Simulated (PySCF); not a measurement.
# C2H2BrN (Bromoacetonitrile): the cost of one run

Computed with PySCF 2.14.0 and routines of our own; the level stands in each step. Atoms count from 0.

## (1) The system as given

6 atoms, charge 0, multiplicity 1; geometry from: GFN2-xTB.

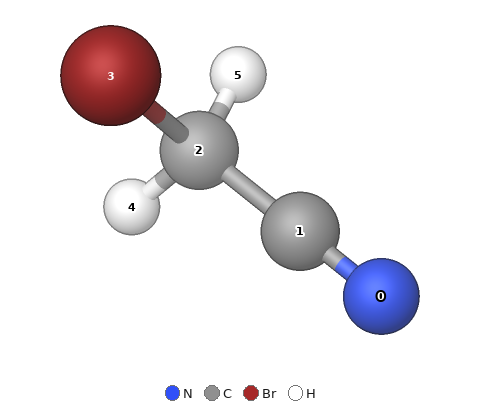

The starting geometry (nitrogen blue, carbon grey, bromine red, hydrogen white).

## (2) Relaxing the molecule at PBE0-D3(BJ)/def2-SVP

What the job is given:

```
{"job": {"xc": "PBE0", "basis": "def2-SVP", "d3": "d3bj", "grid": 1, "maxiter": 30, "shake": 0.01, "kind": "geom"}, "charge": 0, "multiplicity": 1}
N      2.148610     0.309220    -0.040680
C      1.011420     0.068510    -0.024860
C     -0.404210    -0.240420    -0.004150
Br    -1.410180     1.422590     0.015730
H     -0.643780    -0.798110     0.898550
H     -0.677710    -0.791810    -0.889250
```

On the command line:

```
$ OMP_NUM_THREADS=1 python heavy_run.py task.json out
```

One launch serves the whole session: the jobs run in the order shown.

**Question.** How long does this first job take on 1 thread of Arm Neoverse V1, shared host, and how much memory does it need?

About 16 s, with a peak of 0.36 GiB.
